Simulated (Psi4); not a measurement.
## Interaction calculation of C$_{2}$H$_{5}$B (part 1 of 2)

The run: interaction calculation of C$_{2}$H$_{5}$B, SMILES C#C.B. Method and program: PBEh-3c/def2-mSVP, RKS (Psi4 1.11).

The geometry comes from this level: GFN2-xTB.

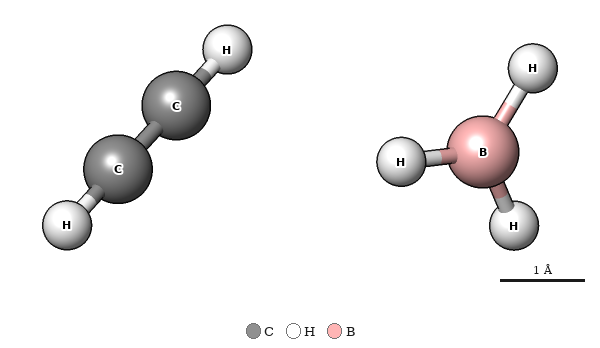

The input geometry (ball-and-stick view, seen at a tilt). Bond lengths as drawn: B–H 1.16 Å, C–C 1.19 Å and C–H 1.05 Å.

### Results in brief

- outcome: converged
- hardware: 1 thread of AMD EPYC (Zen 3), 24 GiB of memory available, shared host
- wall time: 9.3 s
- peak memory: 0.44 GiB

### Input (job.in)
```
memory 1.6 GB

molecule geom {
  0 1
  C      1.676410    -0.652570     1.546220
  C      1.312310     0.425350     1.184640
  H      1.993340    -1.602810     1.860570
  H      0.993570     1.373440     0.867150
  --
  0 1
  B     -1.493830     0.112910    -1.365830
  H     -0.572720    -0.561950    -1.137460
  H     -1.427860     0.933030    -2.190490
  H     -2.481220    -0.027400    -0.764800
  symmetry c1
  no_reorient
  no_com
}


energy_value, wavefunction = energy('pbeh-3c', bsse_type='nocp', return_wfn=True)
```

Command:
```bash
psi4 -i job.in -o job.out -n 1
```

### Output
```
Psi4 1.11 release

  //>>>>>>>>>>>>>>>>>>>>>>>>>>>>>>>>>>>//
  //   ManyBody Setup: N-Body Levels 2 //
  //<<<<<<<<<<<<<<<<<<<<<<<<<<<<<<<<<<<//

    Model chemistry "(auto)" (§A):          3
        Number of 1-body computations:      2 (nocp: 2, cp: 0, vmfc_compute: 0)
        Number of 2-body computations:      1 (nocp: 1, cp: 0, vmfc_compute: 0)

    -----------------------------------------------------------------------
                               Psi4 1.11 release

    h
    h
    h

    -----------------------------------------------------------------------

    Memory:     1.5 GiB
    Threads:    1
                ecpint, einsums, f̶o̶r̶t̶e̶, gauxc, gcp, g̶d̶m̶a̶, geometric, g̶p̶u̶_̶d̶f̶c̶c̶,
                i̶n̶t̶e̶g̶r̶a̶t̶o̶r̶x̶x̶, i̶p̶i̶, libefp, m̶d̶i̶, m̶p̶2̶d̶, m̶r̶c̶c̶, ooo,
                o̶p̶e̶n̶f̶e̶r̶m̶i̶o̶n̶p̶s̶i̶4̶, pcmsolver, p̶s̶i̶4̶f̶o̶c̶k̶c̶i̶, p̶s̶i̶x̶a̶s̶,
                p̶y̶e̶i̶n̶s̶u̶m̶s̶, r̶e̶s̶p̶, s̶i̶m̶i̶n̶t̶, s̶n̶s̶m̶p̶2̶,
                v̶2̶r̶d̶m̶_̶c̶a̶s̶s̶c̶f̶

   => Loading Basis Set <=

    Name: DEF2-MSVP
    Role: ORBITAL
    Keyword: BASIS

   => PBEH3C: Empirical Dispersion <=

        s6 =       1.000000
        s8 =       0.000000
        a1 =       0.486000
        a2 =       4.500000

         ---------------------------------------------------------
                                   SCF
                              RKS Reference
                        1 Threads,   1525 MiB Core
         ---------------------------------------------------------

  ==> Geometry <==

    Molecular point group: c1
    Full point group: C1

    Geometry (in Bohr), charge = 0, multiplicity = 1:

       Center              X                  Y                   Z               Mass
    ------------   -----------------  -----------------  -----------------  -----------------
         C            3.167955773979    -1.233178577690     2.921932329705    12.000000000000
         C            2.479906491700     0.803795007463     2.238645157262    12.000000000000
         H            3.766866674920    -3.028871931145     3.515967737243     1.007825032230
         H            1.877575186471     2.595425449749     1.638676009691     1.007825032230

  Running in c1 symmetry.

  Rotational constants: A =      1.61227  B =      0.15258  C =      0.13939 [cm^-1]
  Rotational constants: A =  48334.78744  B =   4574.31910  C =   4178.84100 [MHz]
  Nuclear repulsion =   24.998431315728979

  Charge       = 0
  Multiplicity = 1
  Electrons    = 14
  Nalpha       = 7
  Nbeta        = 7

  ==> Algorithm <==

  SCF Algorithm Type is DF.
  DIIS enabled.
  MOM disabled.
  Fractional occupation disabled.
  Guess Type is SAD.
  Energy threshold   = 1.00e-06
  Density threshold  = 1.00e-06
  Integral threshold = 1.00e-12

  ==> Primary Basis <==

  Basis Set: DEF2-MSVP
    Blend: DEF2-MSVP
    Number of shells: 18
    Number of basis functions: 34
    Number of Cartesian functions: 36
    Spherical Harmonics?: true
    Max angular momentum: 2

  ==> DFT Potential <==

   => LibXC <=

    Version 7.1.2

   => Composite Functional: PBEH3C <=

    PBE Hybrid based 3C composite method with a small basis set, gCP and D3(BJ)

    Deriv               =              1
    GGA                 =           TRUE
    Meta                =          FALSE

    Exchange Hybrid     =           TRUE
    MP2 Hybrid          =          FALSE

   => Exchange Functionals <=

    0.5800     XC_GGA_X_PBE

   => Exact (HF) Exchange <=

    0.4200               HF

   => Correlation Functionals <=

    1.0000     XC_GGA_C_PBE

   => LibXC Density Thresholds  <==

    XC_GGA_C_PBE:  1.00E-12
    XC_GGA_X_PBE:  1.00E-15

   => Molecular Quadrature <=

    Radial Scheme          =       TREUTLER
    Pruning Scheme         =           NONE
    Nuclear Scheme         =       TREUTLER

    Blocking Scheme        =         OCTREE
    BS radius alpha        =              1
    Pruning alpha          =              1
    Radial Points          =             75
    Spherical Points       =            302
    Total Points           =          86534
    Total Blocks           =            705
    Max Points             =            256
    Max Functions          =             34
    Weights Tolerance      =       1.00E-15

   => Loading Basis Set <=

    Name: (DEF2-MSVP AUX)
    Role: JKFIT
    Keyword: DF_BASIS_SCF

  ==> Integral Setup <==

  DFHelper Memory: AOs need 0.002 GiB; user supplied 1.039 GiB.
  SCF_SUBTYPE=INCORE selected. In-core MEM_DF algorithm will be used.
  Using in-core AOs.

  ==> MemDFJK: Density-Fitted J/K Matrices <==

    J tasked:                   Yes
    K tasked:                   Yes
    wK tasked:                   No
    Memory [MiB]:              1063
    Algorithm:                 Core
    Schwarz Cutoff:           1E-12
    Mask sparsity (%):       0.0000
    Fitting Condition:        1E-10

   => Auxiliary Basis Set <=

  Basis Set: (DEF2-MSVP AUX)
    Blend: DEF2-UNIVERSAL-JKFIT
    Number of shells: 62
    Number of basis functions: 186
    Number of Cartesian functions: 218
    Spherical Harmonics?: true
    Max angular momentum: 4

  Cached 100.0% of DFT collocation blocks in 0.079 [GiB].

  Minimum eigenvalue in the overlap matrix is 1.2115869161E-03.
  Reciprocal condition number of the overlap matrix is 3.1169327697E-04.
    Using symmetric orthogonalization.

  ==> Pre-Iterations <==

  SCF Guess: Superposition of Atomic Densities via on-the-fly atomic UHF (no occupation information).

   -------------------------
    Irrep   Nso     Nmo
   -------------------------
     A         34      34
   -------------------------
    Total      34      34
   -------------------------

  ==> Iterations <==

                           Total Energy        Delta E     RMS |[F,P]|

   @DF-RKS iter SAD:   -76.52584280206337   -7.65258e+01   0.00000e+00
   @DF-RKS iter   1:   -77.04242118298095   -5.16578e-01   1.22961e-02 DIIS/ADIIS
   @DF-RKS iter   2:   -77.09631261207383   -5.38914e-02   8.57551e-03 DIIS/ADIIS
   @DF-RKS iter   3:   -77.14214554908848   -4.58329e-02   2.06011e-04 DIIS/ADIIS
   @DF-RKS iter   4:   -77.14217735586391   -3.18068e-05   1.75348e-05 DIIS
   @DF-RKS iter   5:   -77.14217750483716   -1.48973e-07   1.28116e-05 DIIS
   @DF-RKS iter   6:   -77.14217758605130   -8.12141e-08   5.32059e-06 DIIS
   @DF-RKS iter   7:   -77.14217760301212   -1.69608e-08   7.64734e-08 DIIS
  Energy and wave function converged.

  ==> Post-Iterations <==

   Electrons on quadrature grid:
      Ntotal   =   14.0000001864 ; deviation = 1.864e-07

    Orbital Energies [Eh]
    ---------------------

    Doubly Occupied:

       1A    -10.453397     2A    -10.450658     3A     -0.844385
       4A     -0.641106     5A     -0.563537     6A     -0.341043
       7A     -0.341043

    Virtual:

       8A      0.073467     9A      0.073471    10A      0.170711
      11A      0.214436    12A      0.414908    13A      0.516652
      14A      0.516655    15A      0.523963    16A      0.652613
      17A      0.652618    18A      0.719293    19A      0.823590
      20A      1.083869    21A      1.268410    22A      1.523929
      23A      1.564635    24A      1.564695    25A      1.592367
      26A      1.592367    27A      2.006659    28A      2.006659
      29A      2.553863    30A      2.553953    31A      2.605057
      32A      3.449319    33A     13.299314    34A     14.424340

    Final Occupation by Irrep:
              A
    DOCC [     7 ]
    NA   [     7 ]
    NB   [     7 ]

  @DF-RKS Final Energy:   -77.14217760301212

   => Energetics <=

    Nuclear Repulsion Energy =             24.9984313157289790
    One-Electron Energy =                -152.2704602126153759
    Two-Electron Energy =                  56.8350582458285203
    DFT Exchange-Correlation Energy =      -6.7065478170113906
    Empirical Dispersion Energy =           0.0013408650571474
    VV10 Nonlocal Energy =                  0.0000000000000000
    Total Energy =                        -77.1421776030121151

Computation Completed

Properties will be evaluated at   0.000000,   0.000000,   0.000000 [a0]

Properties computed using the SCF density matrix

 Multipole Moments:

 ------------------------------------------------------------------------------------
     Multipole            Electronic (a.u.)      Nuclear  (a.u.)        Total (a.u.)
 ------------------------------------------------------------------------------------

 L = 1.  Multiply by 2.5417464519 to convert [e a0] to [Debye]
 Dipole X            :        -39.5323508           39.5316155           -0.0007354
 Dipole Y            :          3.0088915           -3.0097479           -0.0008564
 Dipole Z            :        -36.1193813           36.1181087           -0.0012726
 Magnitude           :                                                    0.0017011

 ------------------------------------------------------------------------------------

	total time  =          2 seconds =       0.03 minutes

    Psi4 run time: 0:00:01.80

    -----------------------------------------------------------------------
                               Psi4 1.11 release

    h
    h
    h

    -----------------------------------------------------------------------

    Memory:     1.5 GiB
    Threads:    1
                ecpint, einsums, f̶o̶r̶t̶e̶, gauxc, gcp, g̶d̶m̶a̶, geometric, g̶p̶u̶_̶d̶f̶c̶c̶,
                i̶n̶t̶e̶g̶r̶a̶t̶o̶r̶x̶x̶, i̶p̶i̶, libefp, m̶d̶i̶, m̶p̶2̶d̶, m̶r̶c̶c̶, ooo,
                o̶p̶e̶n̶f̶e̶r̶m̶i̶o̶n̶p̶s̶i̶4̶, pcmsolver, p̶s̶i̶4̶f̶o̶c̶k̶c̶i̶, p̶s̶i̶x̶a̶s̶,
                p̶y̶e̶i̶n̶s̶u̶m̶s̶, r̶e̶s̶p̶, s̶i̶m̶i̶n̶t̶, s̶n̶s̶m̶p̶2̶,
                v̶2̶r̶d̶m̶_̶c̶a̶s̶s̶c̶f̶

  ==> Geometry <==

    Molecular point group: c1
    Full point group: C1

    Geometry (in Bohr), charge = 0, multiplicity = 1:

       Center              X                  Y                   Z               Mass
    ------------   -----------------  -----------------  -----------------  -----------------
         B           -2.822929577993     0.213368976825    -2.581044633934    11.009305360000
         H           -1.082283946572    -1.061931596201    -2.149487878663     1.007825032230
         H           -2.698264345496     1.763171166836    -4.139426180554     1.007825032230
         H           -4.688826257009    -0.051778495838    -1.445262540750     1.007825032230

  Running in c1 symmetry.

  Rotational constants: A =      5.78980  B =      0.28231  C =      0.27682 [cm^-1]
  Rotational constants: A = 173573.96588  B =   8463.37373  C =   8298.88670 [MHz]
  Nuclear repulsion =    7.602774393766217

  Charge       = 0
  Multiplicity = 1
  Electrons    = 8
  Nalpha       = 4
  Nbeta        = 4

  ==> Primary Basis <==
```
